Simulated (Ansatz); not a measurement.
Species, as SMILES: Cl (HCl).
Geometry (B3LYP-D3(BJ)/def2-TZVP, fixed):
```xyz
2

Cl     0.0000     0.0000    -0.0712
H      0.0000     0.0000     1.2108
```

Basis-set convergence of the dipole moment at HF with Ansatz (a quantum-chemistry and plane-wave program). Dipoles come from the density behind the forces; the sign is taken along the dipole that this method gives in the largest set. Cartesian d functions, on some or all atoms, in 6-31G**, 6-311+G**; all else is spherical. The program fits the integrals of some runs and decomposes those of others, by size. No added dispersion term, no relativity. Reference: the value in aug-cc-pV(5+d)Z, 1.188 D, itself unsure by roughly 0.001 D (its mean distance from aug-pcseg-3, aug-cc-pV(Q+d)Z, def2-QZVPPD). Deviations are taken from unrounded values.

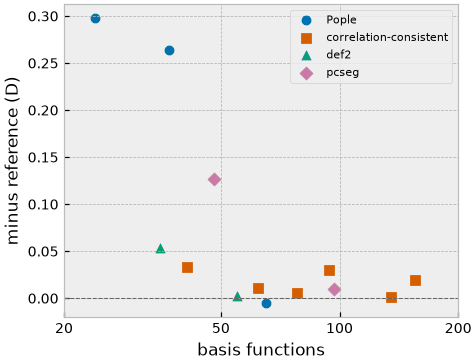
Fig. 1. Deviation from the reference against the number of basis functions, by family of sets.

| basis | functions | dipole moment (D) | minus reference (D) |
|---|---|---|---|
| 6-31G** | 24 | 1.486 | 0.298 |
| def2-SVPD | 35 | 1.242 | 0.054 |
| 6-311+G** | 37 | 1.453 | 0.264 |
| aug-cc-pV(D+d)Z | 41 | 1.222 | 0.033 |
| pcseg-2 | 48 | 1.315 | 0.127 |
| def2-TZVPD | 55 | 1.191 | 0.003 |
| jun-cc-pV(T+d)Z | 62 | 1.199 | 0.011 |
| 6-311++G(3df,3pd) | 65 | 1.183 | -0.005 |
| aug-cc-pV(T+d)Z | 78 | 1.194 | 0.005 |
| cc-pV(Q+d)Z | 94 | 1.218 | 0.030 |
| pcseg-3 | 97 | 1.198 | 0.010 |
| aug-cc-pV(Q+d)Z | 135 | 1.189 | 0.001 |
| cc-pV(5+d)Z | 155 | 1.208 | 0.020 |
